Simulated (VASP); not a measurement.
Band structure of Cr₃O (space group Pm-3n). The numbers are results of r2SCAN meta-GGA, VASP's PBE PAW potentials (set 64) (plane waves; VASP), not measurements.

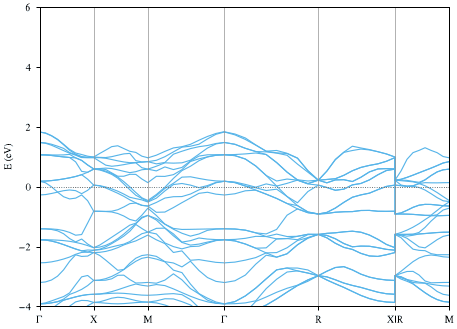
Bands along high-symmetry lines, zero at the valence-band maximum or, without a gap, the Fermi level

Problem. Read the plot: is there a gap, and where are the band edges?

Solution. It has no gap at this level: it comes out as a metal or semimetal.

The structure comes from a measured Cr3O entry (Pm-3n) of the Crystallography Open Database, whose conditions weren't checked. It was relaxed first, which changed the volume by -13 %. The run is not spin-polarised, so no magnetic state was tried.
